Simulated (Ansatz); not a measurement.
**Energy against volume for LiNbO3 (space group R-3c)**

LiNbO$_{3}$ (space group R-3c)

Space group R-3c, hexagonal axes (No. 167); a = b = 5.185 Å, c = 13.689 Å, α = β = 90.00°, γ = 120.00°

```json
[
 {"atom": "Li", "site": "6a", "symmetry": "32", "x": "0.0000", "y": "0.0000", "z": "0.2500"},
 {"atom": "Nb", "site": "6b", "symmetry": "-3.", "x": "0.0000", "y": "0.0000", "z": "0.0000"},
 {"atom": "O", "site": "18e", "symmetry": ".2", "x": "0.3785", "y": "0.3785", "z": "0.2500"}
]
```
(The calculation used a cell of 10 atoms; values per cell refer to that cell.)

Equation-of-state scan: isotropic scaling of the cell above, V₀ being its volume. The atoms relax within the cell's symmetry.

Computed with r2SCAN (plane waves to 500 eV, PAW, scalar-relativistic; Ansatz, an electronic-structure program). k mesh 8×8×8 (Γ-centred), Fermi-Dirac smearing 0.05 eV. E stands for the smeared free energy. With the shape held, the modulus is that of even scaling; a crystal free to change shape is softer. LiNbO3 is run without spin polarisation. LiNbO3 was relaxed with its symmetry unable to fall. This is one of several known forms of LiNbO3; the measured ambient cells at hand have space group No. 161. The zero of ΔE is the relaxed starting cell.

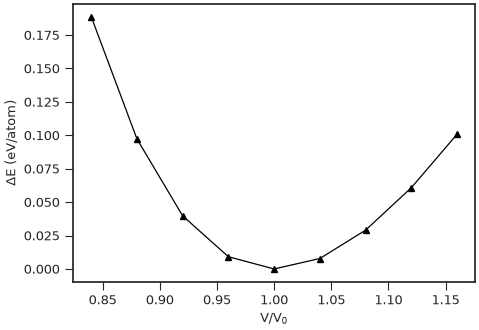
ΔE (eV/atom) against V/V₀; one marker a computed point.

The pressure at the smallest volume is 41.9 GPa and the energy cost of the largest expansion is 100.8 meV/atom. The pressure for 5 % compression (fit) comes out as 9.2 GPa and the bulk modulus at fixed cell shape B₀ (third-order Birch-Murnaghan fit) is 158 GPa. The equilibrium volume of the fit is 10.62 Å³/atom.

P = (3B₀/2)(x⁷ − x⁵)[1 + ¾(B₀′ − 4)(x² − 1)] with x = (1/0.95)^(1/3), B₀ = 158 GPa and B₀′ = 4.81.

(Under strain, the slope of the energy per volume gives the stress and its curvature an elastic modulus.)
